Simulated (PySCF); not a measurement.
Geometry relaxation, with input and output: C6H14N2Si2 (part 1 of 2)

The run: geometry relaxation of C6H14N2Si2. Method and program: PBE0-D3(BJ)/def2-SVP geometry optimisation, gas phase (PySCF 2.14.0).

It belongs to a series of runs on one base structure; here: constitutional isomer.

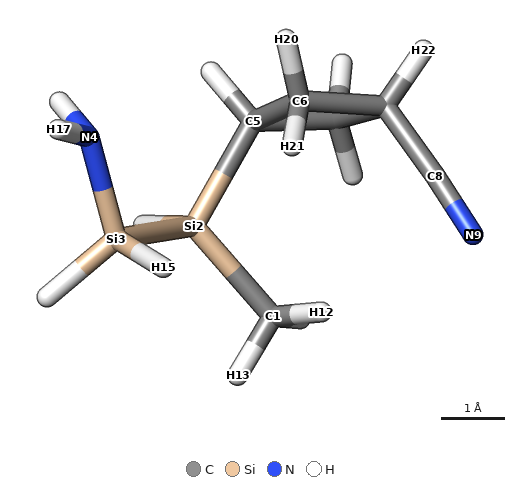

Figure 1. The starting structure (stick view, seen at a tilt; atoms are numbered from 1 in the order of the input).

### The input
```
{"job": {"xc": "PBE0", "basis": "def2-SVP", "d3": "d3bj", "grid": 1, "shake": 0.01, "kind": "geom"}, "charge": 0, "multiplicity": 1}
C     -0.660400    -2.068730     0.726530
Si    -1.148810    -0.692290    -0.530910
Si    -2.437180     0.948010     0.485100
N     -2.120530     2.410370    -0.399690
C      0.446790     0.072970    -1.283210
C      1.205000     1.036230    -0.332410
C      2.416020     0.055060    -0.310310
C      2.615380    -0.586540     0.946950
N      2.721640    -1.111070     1.981300
C      1.692480    -0.825120    -1.350970
H     -0.241980    -2.912130     0.250970
H      0.029730    -1.682710     1.474350
H     -1.592240    -2.380430     1.241510
H     -1.805890    -1.363310    -1.670560
H     -2.028570     1.316830     1.857070
H     -3.837620     0.567650     0.593690
H     -2.544610     3.276620    -0.043150
H     -2.258030     2.396800    -1.392820
H      0.215110     0.543690    -2.226590
H      1.427640     2.004890    -0.762680
H      0.730400     1.200900     0.632280
H      3.365550     0.465550    -0.644160
H      2.199230    -0.799270    -2.351430
H      1.546610    -1.854390    -1.063180
```

The first line tells a small driver script what to run in PySCF; the rest is the geometry in Å.

Run on 1 CPU thread, shared host.

Launched with:
```bash
OMP_NUM_THREADS=1 python <driver script> task.json out
```

### Output
```
step   0  E = -924.47105958  max force = 0.034593
step   1  E = -924.47976901  max force = 0.008743
step   2  E = -924.48017119  max force = 0.001743
step   3  E = -924.48030933  max force = 0.001145
step   4  E = -924.48041464  max force = 0.001185
step   5  E = -924.48050124  max force = 0.000790
step   6  E = -924.48058264  max force = 0.001138
step   7  E = -924.48065617  max force = 0.000955
step   8  E = -924.48071401  max force = 0.000539
step   9  E = -924.48075433  max force = 0.000400
step  10  E = -924.48067723  max force = 0.002041
step  11  E = -924.48079098  max force = 0.001020
step  12  E = -924.48082417  max force = 0.000838
step  13  E = -924.48093236  max force = 0.001434
step  14  E = -924.48097373  max force = 0.000944
step  15  E = -924.48100999  max force = 0.000533
step  16  E = -924.48104017  max force = 0.000484
step  17  E = -924.48104554  max force = 0.000652
step  18  E = -924.48105393  max force = 0.000476
step  19  E = -924.48105746  max force = 0.000152
optimisation converged
```

### Trajectory as extended XYZ (Å, eV, eV/Å), 20 frames, from step=0 to step=19
```
24
Properties=species:S:1:pos:R:3:forces:R:3 step=0 energy=-25156.13887
C    -0.6604   -2.0687    0.7265   -1.5760   1.7788   0.3064
Si   -1.1488   -0.6923   -0.5309    1.1927  -0.8395   0.2588
Si   -2.4372    0.9480    0.4851    0.5278   0.6498  -0.1142
N    -2.1205    2.4104   -0.3997   -0.2143   0.7646   0.3425
C     0.4468    0.0730   -1.2832   -0.2555   0.1887   0.9336
C     1.2050    1.0362   -0.3324   -0.0148  -0.5069  -0.1788
C     2.4160    0.0551   -0.3103   -0.5415   0.2454  -0.3545
C     2.6154   -0.5865    0.9469    0.2532  -0.6940   1.6008
N     2.7216   -1.1111    1.9813   -0.0425   0.3056  -0.6554
C     1.6925   -0.8251   -1.3510    0.3581   0.3630  -1.2199
H    -0.2420   -2.9121    0.2510    0.7084  -1.3465  -0.7950
H     0.0297   -1.6827    1.4744    0.2726   0.0827   0.3039
H    -1.5922   -2.3804    1.2415    0.2787  -0.0380  -0.0466
H    -1.8059   -1.3633   -1.6706   -0.4677  -0.1169  -0.2738
H    -2.0286    1.3168    1.8571    0.2069  -0.2202   0.4115
H    -3.8376    0.5676    0.5937   -0.8949  -0.3933   0.0156
H    -2.5446    3.2766   -0.0432    0.2746  -0.4363  -0.0675
H    -2.2580    2.3968   -1.3928   -0.0362  -0.0664  -0.6565
H     0.2151    0.5437   -2.2266   -0.2756   0.2541  -0.6533
H     1.4276    2.0049   -0.7627    0.1804   0.4623  -0.2125
H     0.7304    1.2009    0.6323   -0.0466   0.0960   0.4349
H     3.3655    0.4656   -0.6442    0.3555   0.2692  -0.1952
H     2.1992   -0.7993   -2.3514   -0.2952  -0.0925   0.6389
H     1.5466   -1.8544   -1.0632    0.0518  -0.7098   0.1766
24
Properties=species:S:1:pos:R:3:forces:R:3 step=1 energy=-25156.37586
C    -0.7218   -2.0790    0.7586    0.1437  -0.1089  -0.2567
Si   -1.1531   -0.7525   -0.5187    0.0059  -0.0288  -0.0259
Si   -2.4135    0.9994    0.4125   -0.0582  -0.1310   0.0995
N    -2.0715    2.4375   -0.5148    0.0158  -0.1241  -0.1700
C     0.4049    0.0807   -1.2254   -0.0068  -0.0115  -0.1128
C     1.1633    1.0255   -0.2608   -0.0226   0.0652   0.0483
C     2.3907    0.0744   -0.2861    0.0529   0.0073   0.0319
C     2.6777   -0.6071    0.9650    0.0297   0.1555  -0.4496
N     2.9140   -1.1834    1.9379   -0.0041  -0.1700   0.3977
C     1.6759   -0.7954   -1.3552   -0.0031  -0.1387  -0.0204
H    -0.2763   -2.9688    0.2638   -0.1030   0.2790   0.1663
H    -0.0085   -1.7071    1.5104    0.0085  -0.0079  -0.0049
H    -1.6271   -2.4116    1.2834   -0.0809  -0.0403   0.0471
H    -1.9075   -1.4009   -1.6470    0.0361   0.0216   0.0173
H    -1.9377    1.2447    1.8141   -0.0140   0.0623  -0.0344
H    -3.8675    0.6095    0.5375    0.0660   0.0520  -0.0165
H    -2.3701    3.3329   -0.1489   -0.0492   0.1213   0.0639
H    -2.2422    2.4067   -1.5176    0.0253  -0.0025   0.1201
H     0.1320    0.5736   -2.1743   -0.0426  -0.0279   0.0989
H     1.3742    2.0214   -0.6780   -0.0056  -0.0719   0.0221
H     0.7178    1.1705    0.7346    0.0124   0.0057   0.0071
H     3.3279    0.5360   -0.6374   -0.0660   0.0249   0.0152
H     2.1609   -0.7321   -2.3387    0.0261  -0.0210  -0.0053
H     1.5748   -1.8598   -1.0872    0.0336   0.0898  -0.0390
24
Properties=species:S:1:pos:R:3:forces:R:3 step=2 energy=-25156.38681
C    -0.7144   -2.0602    0.7637   -0.0188  -0.0220  -0.0185
Si   -1.1498   -0.7502   -0.5188   -0.0009   0.0152  -0.0257
Si   -2.4183    0.9949    0.4169   -0.0039  -0.0494   0.0415
N    -2.0870    2.4303   -0.5178    0.0047   0.0324  -0.0205
C     0.4069    0.0796   -1.2265    0.0508  -0.0405  -0.0322
C     1.1657    1.0130   -0.2500   -0.0257  -0.0047   0.0354
C     2.3956    0.0654   -0.2921    0.0054  -0.0032   0.0224
C     2.6811   -0.6303    0.9507    0.0896  -0.0502  -0.0387
N     2.8991   -1.2119    1.9287   -0.0639   0.0379   0.0087
C     1.6819   -0.7936   -1.3725   -0.0210   0.0075  -0.0148
H    -0.2597   -2.9415    0.2819    0.0018   0.0384   0.0356
H    -0.0059   -1.6773    1.5143   -0.0054   0.0005   0.0054
H    -1.6203   -2.3996    1.2900    0.0126  -0.0068  -0.0002
H    -1.8990   -1.4014   -1.6460    0.0033   0.0018  -0.0029
H    -1.9449    1.2676    1.8126   -0.0018   0.0194  -0.0031
H    -3.8687    0.6081    0.5427    0.0051   0.0018  -0.0001
H    -2.3942    3.3274   -0.1537   -0.0017  -0.0188  -0.0016
H    -2.2572    2.3932   -1.5177    0.0016   0.0064   0.0013
H     0.1248    0.5819   -2.1648   -0.0268   0.0203   0.0235
H     1.3745    2.0126   -0.6533    0.0053  -0.0041  -0.0066
H     0.7242    1.1438    0.7492    0.0014   0.0003   0.0015
H     3.3270    0.5406   -0.6358   -0.0134   0.0139  -0.0061
H     2.1675   -0.7180   -2.3555    0.0014   0.0015   0.0016
H     1.5883   -1.8593   -1.1189    0.0002   0.0026  -0.0058
24
Properties=species:S:1:pos:R:3:forces:R:3 step=3 energy=-25156.39057
C    -0.7079   -2.0465    0.7773   -0.0542   0.0353   0.0485
Si   -1.1458   -0.7484   -0.5147    0.0043   0.0038  -0.0074
Si   -2.4226    0.9916    0.4193    0.0153   0.0154  -0.0102
N    -2.1029    2.4236   -0.5271    0.0064   0.0242   0.0210
C     0.4081    0.0847   -1.2229    0.0364  -0.0320   0.0083
C     1.1703    1.0016   -0.2336   -0.0119  -0.0163   0.0145
C     2.4023    0.0573   -0.3011   -0.0124  -0.0042   0.0080
C     2.6914   -0.6587    0.9285    0.0554  -0.0589   0.0493
N     2.8921   -1.2479    1.9062   -0.0380   0.0526  -0.0555
C     1.6834   -0.7835   -1.3931   -0.0160   0.0400  -0.0113
H    -0.2379   -2.9231    0.3099    0.0449  -0.0564  -0.0241
H    -0.0097   -1.6505    1.5309   -0.0078   0.0076   0.0055
H    -1.6127   -2.3938    1.3010    0.0151   0.0015  -0.0121
H    -1.8903   -1.4028   -1.6424   -0.0066  -0.0077  -0.0013
H    -1.9516    1.2870    1.8107    0.0034  -0.0032   0.0041
H    -3.8700    0.5992    0.5474   -0.0132  -0.0150   0.0082
H    -2.4193    3.3196   -0.1678    0.0021  -0.0204  -0.0066
H    -2.2724    2.3795   -1.5263   -0.0065   0.0019  -0.0230
H     0.1152    0.6031   -2.1482   -0.0138   0.0334   0.0000
H     1.3761    2.0077   -0.6206    0.0049   0.0136  -0.0090
H     0.7353    1.1137    0.7708   -0.0008  -0.0013  -0.0006
H     3.3285    0.5446   -0.6407    0.0052   0.0011  -0.0113
H     2.1636   -0.6895   -2.3771   -0.0050   0.0064   0.0002
H     1.5941   -1.8533   -1.1590   -0.0073  -0.0212   0.0047
24
Properties=species:S:1:pos:R:3:forces:R:3 step=4 energy=-25156.39343
C    -0.6998   -2.0332    0.7959   -0.0344   0.0340   0.0508
Si   -1.1408   -0.7465   -0.5064    0.0050  -0.0075   0.0040
Si   -2.4284    0.9887    0.4205    0.0123   0.0439  -0.0404
N    -2.1243    2.4157   -0.5406    0.0023   0.0081   0.0327
C     0.4078    0.0951   -1.2143    0.0036  -0.0076   0.0253
C     1.1784    0.9902   -0.2115    0.0073  -0.0137  -0.0060
C     2.4110    0.0483   -0.3138   -0.0161  -0.0006  -0.0051
C     2.7091   -0.6928    0.8982    0.0004  -0.0268   0.0609
N     2.8971   -1.2930    1.8716    0.0020   0.0276  -0.0512
C     1.6807   -0.7674   -1.4174   -0.0043   0.0261  -0.0099
H    -0.2075   -2.9050    0.3429    0.0407  -0.0556  -0.0314
H    -0.0175   -1.6205    1.5553   -0.0084   0.0061   0.0043
H    -1.6044   -2.3917    1.3119    0.0072   0.0013  -0.0163
H    -1.8802   -1.4068   -1.6341   -0.0065  -0.0112   0.0023
H    -1.9580    1.3055    1.8073    0.0068  -0.0128   0.0060
H    -3.8718    0.5836    0.5551   -0.0119  -0.0140   0.0111
H    -2.4519    3.3102   -0.1880    0.0030  -0.0133  -0.0075
H    -2.2957    2.3617   -1.5391   -0.0088  -0.0025  -0.0181
H     0.1018    0.6360   -2.1225   -0.0005   0.0275  -0.0034
H     1.3808    2.0045   -0.5790    0.0015   0.0120  -0.0039
H     0.7540    1.0795    0.7997   -0.0015  -0.0020  -0.0011
H     3.3320    0.5458   -0.6526    0.0109  -0.0062  -0.0077
H     2.1507   -0.6500   -2.4039   -0.0052   0.0042  -0.0005
H     1.5938   -1.8427   -1.2078   -0.0055  -0.0169   0.0052
24
Properties=species:S:1:pos:R:3:forces:R:3 step=5 energy=-25156.39579
C    -0.6897   -2.0222    0.8145    0.0016   0.0134   0.0243
Si   -1.1358   -0.7447   -0.4955    0.0011  -0.0090   0.0088
Si   -2.4352    0.9866    0.4213    0.0007   0.0335  -0.0379
N    -2.1498    2.4078   -0.5546   -0.0005  -0.0060   0.0205
C     0.4059    0.1088   -1.2026   -0.0206   0.0123   0.0210
C     1.1885    0.9812   -0.1894    0.0184  -0.0083  -0.0144
C     2.4192    0.0405   -0.3278   -0.0079   0.0035  -0.0111
C     2.7294   -0.7253    0.8658   -0.0406   0.0081   0.0364
N     2.9157   -1.3390    1.8306    0.0299  -0.0034  -0.0226
C     1.6743   -0.7491   -1.4406    0.0045  -0.0005  -0.0085
H    -0.1727   -2.8871    0.3725    0.0164  -0.0163  -0.0161
H    -0.0265   -1.5940    1.5821   -0.0076   0.0013   0.0035
H    -1.5947   -2.3953    1.3187   -0.0022  -0.0039  -0.0132
H    -1.8696   -1.4129   -1.6225   -0.0006  -0.0099   0.0039
H    -1.9620    1.3202    1.8033    0.0076  -0.0109   0.0035
H    -3.8739    0.5661    0.5669   -0.0034  -0.0043   0.0090
H    -2.4879    3.3008   -0.2087    0.0010  -0.0007  -0.0031
H    -2.3267    2.3425   -1.5518   -0.0068  -0.0042  -0.0048
H     0.0877    0.6727   -2.0928    0.0068   0.0127  -0.0001
H     1.3882    2.0031   -0.5376   -0.0015   0.0041   0.0007
H     0.7767    1.0483    0.8288   -0.0015  -0.0011  -0.0007
H     3.3360    0.5445   -0.6684    0.0088  -0.0067  -0.0003
H     2.1322   -0.6093   -2.4297   -0.0026   0.0005  -0.0012
H     1.5880   -1.8293   -1.2548   -0.0012  -0.0041   0.0022
24
Properties=species:S:1:pos:R:3:forces:R:3 step=6 energy=-25156.39800
C    -0.6753   -2.0110    0.8337    0.0283  -0.0052  -0.0046
Si   -1.1305   -0.7421   -0.4819   -0.0053  -0.0018   0.0092
Si   -2.4443    0.9841    0.4231   -0.0099   0.0042  -0.0145
N    -2.1832    2.3982   -0.5693   -0.0027  -0.0119  -0.0019
C     0.4023    0.1262   -1.1883   -0.0280   0.0221   0.0047
C     1.2006    0.9735   -0.1663    0.0190  -0.0039  -0.0123
C     2.4268    0.0333   -0.3438    0.0046   0.0056  -0.0108
C     2.7516   -0.7589    0.8288   -0.0585   0.0311   0.0047
N     2.9472   -1.3906    1.7798    0.0411  -0.0257   0.0054
C     1.6646   -0.7280   -1.4643    0.0077  -0.0218  -0.0053
H    -0.1292   -2.8640    0.4002   -0.0080   0.0215   0.0021
H    -0.0358   -1.5675    1.6126   -0.0060  -0.0032   0.0034
H    -1.5802   -2.4049    1.3214   -0.0071  -0.0095  -0.0068
H    -1.8564   -1.4215   -1.6077    0.0059  -0.0057   0.0030
H    -1.9634    1.3340    1.7986    0.0063  -0.0030  -0.0008
H    -3.8768    0.5466    0.5858    0.0046   0.0058   0.0046
H    -2.5313    3.2899   -0.2305   -0.0008   0.0080   0.0023
H    -2.3701    2.3193   -1.5641   -0.0026  -0.0030   0.0075
H     0.0723    0.7141   -2.0589    0.0082  -0.0032   0.0032
H     1.3982    2.0028   -0.4942   -0.0027  -0.0036   0.0029
H     0.8034    1.0177    0.8589   -0.0008   0.0012   0.0001
H     3.3403    0.5420   -0.6866    0.0038  -0.0034   0.0068
H     2.1088   -0.5654   -2.4562    0.0004  -0.0017  -0.0015
H     1.5775   -1.8125   -1.3033    0.0025   0.0072  -0.0011
24
Properties=species:S:1:pos:R:3:forces:R:3 step=7 energy=-25156.40000
C    -0.6562   -1.9985    0.8526    0.0329  -0.0138  -0.0224
Si   -1.1247   -0.7382   -0.4668   -0.0094   0.0081   0.0072
Si   -2.4557    0.9804    0.4270   -0.0128  -0.0222   0.0128
N    -2.2250    2.3858   -0.5844   -0.0049  -0.0102  -0.0212
C     0.3979    0.1462   -1.1731   -0.0173   0.0192  -0.0120
C     1.2139    0.9669   -0.1435    0.0102  -0.0015  -0.0037
C     2.4335    0.0268   -0.3604    0.0124   0.0043  -0.0063
C     2.7736   -0.7931    0.7889   -0.0491   0.0347  -0.0157
N     2.9879   -1.4471    1.7204    0.0342  -0.0316   0.0190
C     1.6531   -0.7049   -1.4878    0.0049  -0.0272   0.0001
H    -0.0769   -2.8333    0.4252   -0.0198   0.0369   0.0136
H    -0.0451   -1.5407    1.6455   -0.0041  -0.0046   0.0036
H    -1.5592   -2.4204    1.3197   -0.0061  -0.0118  -0.0006
H    -1.8399   -1.4317   -1.5910    0.0086   0.0001   0.0001
H    -1.9618    1.3489    1.7933    0.0037   0.0056  -0.0046
H    -3.8803    0.5259    0.6133    0.0083   0.0099   0.0005
H    -2.5821    3.2764   -0.2524   -0.0010   0.0098   0.0058
H    -2.4267    2.2909   -1.5752    0.0014   0.0000   0.0126
H     0.0570    0.7572   -2.0234    0.0043  -0.0131   0.0036
H     1.4105    2.0029   -0.4505   -0.0015  -0.0070   0.0020
H     0.8316    0.9884    0.8881    0.0001   0.0039   0.0004
H     3.3446    0.5392   -0.7047   -0.0010   0.0007   0.0097
H     2.0833   -0.5200   -2.4819    0.0023  -0.0016  -0.0010
H     1.5642   -1.7929   -1.3516    0.0039   0.0114  -0.0032
24
Properties=species:S:1:pos:R:3:forces:R:3 step=8 energy=-25156.40158
C    -0.6340   -1.9835    0.8704    0.0154  -0.0130  -0.0237
Si   -1.1186   -0.7324   -0.4515   -0.0074   0.0124   0.0058
Si   -2.4687    0.9756    0.4334   -0.0068  -0.0277   0.0252
N    -2.2748    2.3697   -0.6010   -0.0079  -0.0053  -0.0259
C     0.3941    0.1674   -1.1581    0.0026   0.0082  -0.0178
C     1.2280    0.9607   -0.1212   -0.0010  -0.0014   0.0047
C     2.4398    0.0205   -0.3759    0.0104   0.0007  -0.0003
C     2.7938   -0.8286    0.7479   -0.0211   0.0218  -0.0154
N     3.0309   -1.5080    1.6554    0.0153  -0.0211   0.0127
C     1.6416   -0.6811   -1.5102   -0.0005  -0.0169   0.0054
H    -0.0184   -2.7946    0.4489   -0.0139   0.0260   0.0139
H    -0.0552   -1.5124    1.6794   -0.0029  -0.0021   0.0036
H    -1.5322   -2.4394    1.3145   -0.0013  -0.0087   0.0028
H    -1.8204   -1.4412   -1.5746    0.0052   0.0059  -0.0033
H    -1.9576    1.3683    1.7867    0.0011   0.0100  -0.0060
H    -3.8835    0.5046    0.6488    0.0067   0.0057  -0.0005
H    -2.6400    3.2596   -0.2756    0.0008   0.0054   0.0057
H    -2.4947    2.2565   -1.5860    0.0031   0.0025   0.0089
H     0.0435    0.7998   -1.9884   -0.0019  -0.0133   0.0012
H     1.4256    2.0024   -0.4074    0.0015  -0.0054  -0.0008
H     0.8599    0.9603    0.9157    0.0004   0.0053   0.0001
H     3.3492    0.5365   -0.7195   -0.0030   0.0031   0.0072
H     2.0591   -0.4741   -2.5054    0.0027   0.0003   0.0002
H     1.5501   -1.7715   -1.3989    0.0025   0.0076  -0.0036
24
Properties=species:S:1:pos:R:3:forces:R:3 step=9 energy=-25156.40267
C    -0.6050   -1.9611    0.8948   -0.0107  -0.0121  -0.0158
Si   -1.1092   -0.7224   -0.4310    0.0004   0.0089   0.0065
Si   -2.4861    0.9688    0.4430    0.0030  -0.0149   0.0192
N    -2.3476    2.3432   -0.6267   -0.0134  -0.0030  -0.0166
C     0.3916    0.1966   -1.1369    0.0206  -0.0029  -0.0106
C     1.2493    0.9505   -0.0899   -0.0075  -0.0020   0.0086
C     2.4495    0.0114   -0.3960    0.0023  -0.0037   0.0053
C     2.8204   -0.8793    0.6897    0.0100   0.0056  -0.0025
N     3.0843   -1.5949    1.5617   -0.0060  -0.0037  -0.0051
C     1.6276   -0.6468   -1.5394   -0.0044  -0.0009   0.0081
H     0.0605   -2.7368    0.4848    0.0011   0.0027   0.0066
H    -0.0735   -1.4733    1.7258   -0.0020   0.0029   0.0034
H    -1.4934   -2.4642    1.3068    0.0034  -0.0010   0.0045
H    -1.7920   -1.4494   -1.5540   -0.0022   0.0118  -0.0065
H    -1.9523    1.4026    1.7748   -0.0004   0.0108  -0.0051
H    -3.8851    0.4742    0.7010    0.0028  -0.0036   0.0018
H    -2.7248    3.2320   -0.3113    0.0037  -0.0007   0.0028
H    -2.5925    2.2024   -1.6020    0.0028   0.0030   0.0008
H     0.0284    0.8573   -1.9388   -0.0077  -0.0073  -0.0024
H     1.4504    1.9992   -0.3468    0.0047  -0.0011  -0.0030
H     0.8995    0.9203    0.9530    0.0005   0.0051  -0.0009
H     3.3567    0.5331   -0.7366   -0.0025   0.0035   0.0018
H     2.0290   -0.4084   -2.5343    0.0021   0.0023   0.0014
H     1.5316   -1.7399   -1.4640   -0.0005   0.0002  -0.0026
```
